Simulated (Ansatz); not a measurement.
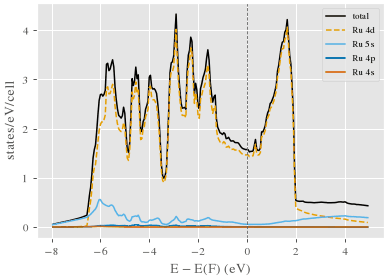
Fig. 1. Total and projected density of states of Ru (hcp (Mg type), P6_3/mmc), PBEsol (plane waves, PAW; program Ansatz)

**Question.** Which orbitals carry the states next to the Fermi level?

**Answer.** Within 0.5 eV of the Fermi level: Ru 4d 93 %. Projections are on Löwdin-orthogonalised atomic valence shells; empty p or d shells of many metals are not among them.

**Question.** Where is the tallest occupied peak in this window, and what makes it?

**Answer.** Near -2.9 eV, about 4.3 states/eV per cell; the largest projected share is Ru 4d.

Symmetry was held in the PBEsol relaxation. No spin polarisation was allowed. Scalar-relativistic: spin–orbit coupling is off unless named, which matters more the heavier the elements.

Potentials: the earlier of the program's two PAW sets. The files were generated under PBE; for other functionals the program regenerates the frozen cores, and for LDA and PBEsol the local potential too.
